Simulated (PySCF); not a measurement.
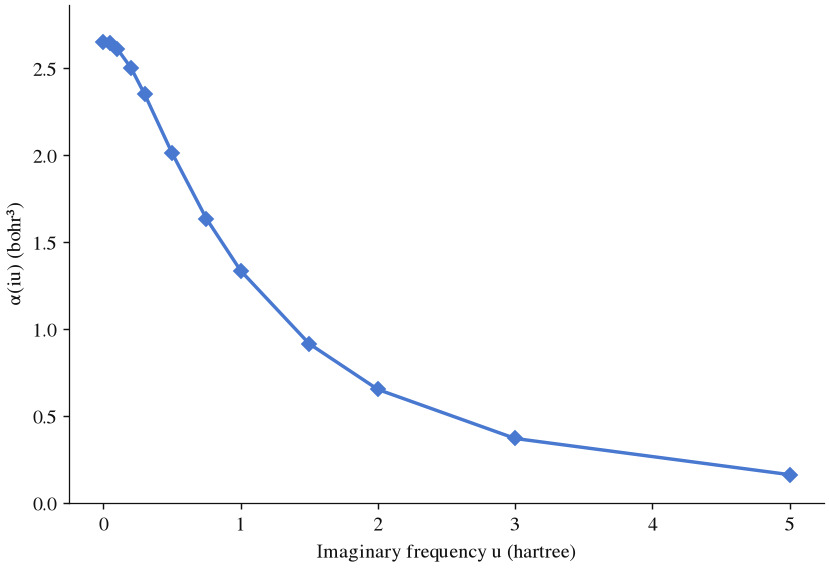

Dipole polarisability at imaginary frequency of O⁺ ([He] 2s² 2p³). Coupled response at the r2SCANh level; PySCF, aug-cc-pwCVDZ, non-relativistic, unrestricted single determinants, no spin-orbit coupling.

> What follows from the curve?

The static dipole polarisability is 2.65 bohr³; α(iu) falls to half of it near u = 1.0 hartree. The Casimir–Polder integral gives C₆ = 5.38 hartree bohr⁶ for two such species.
